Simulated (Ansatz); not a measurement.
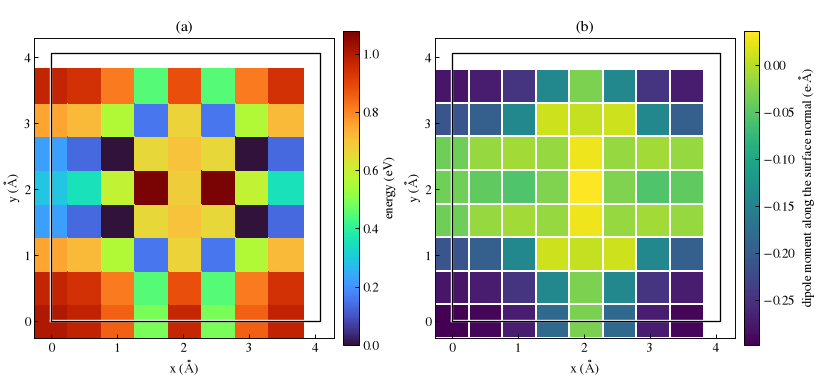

N on a Ge(100) slab cut from the Fd-3m phase, its upper half relaxed before the scan (4 atoms of substrate and one adsorbate in a 1 × 1 cell). N is moved over the surface cell; relaxed at each place: the height of the adsorbate's atoms; substrate rigid; the origin of the map has the adsorbate above Ge4. Places are given modulo a cell vector. The map is drawn in real space over the plane of the surface. The grid has 8 × 8 points; 25 points were computed and 39 follow by symmetry. Energies are in eV, from the lowest grid point. At some places the adsorbate sinks to or below the level of the top layer. With one adsorbate in each 1 × 1 cell, its nearest image is 4.1 Å away, so neighbouring adsorbates interact. Theory: DFT PBE, scalar-relativistic, plane waves, PAW (Ansatz 0.2.0). Settings: cutoff 420 eV, k-mesh 7×7×1, gaussian smearing 0.1 eV, no spin polarisation.

Panel (a) is the energy and panel (b) the computed dipole moment along the surface normal on the same grid.

Drawn: one coloured cell a grid point, the outline of one cell of the plane.

Question: How does the dipole moment along the surface normal vary over the map, and what is it at the lowest grid point?

Answer: It runs from −0.30 e·Å at the top site over a surface Ge atom, (0/8, 0/8) of the cell vectors to 0.04 e·Å at a place at or below the level of the top layer, (4/8, 4/8) of the cell vectors. At the lowest grid point, (2/8, 3/8) of the cell vectors [nearest 1 Ge at 1.84 Å], it is −0.01 e·Å.

PAW datasets: the set soft_1.
